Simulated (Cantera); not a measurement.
A closed system holds: 1 mol C6H6, 1.4 mol H2, 0.83 mol N2, at 1.00 bar.

Method: chemical equilibrium by Gibbs-energy minimisation in Cantera with the NASA 1993 tables (ideal gas, pure condensed phases). Candidate condensed phases: C, C6H6, C7H8, C8H18; 92 gas species. The numbers say what is thermodynamically allowed, not how fast it happens.

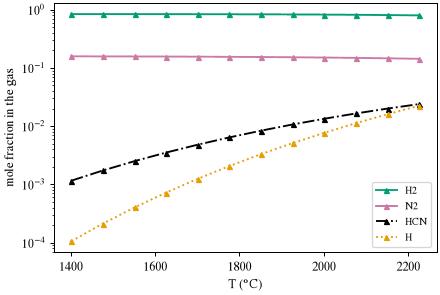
*Equilibrium gas composition (values under 1e-9 drawn at 1e-9)*

From 1402 °C to 2227 °C the condensed part is C(graphite). The main C-bearing gas is HCN throughout.
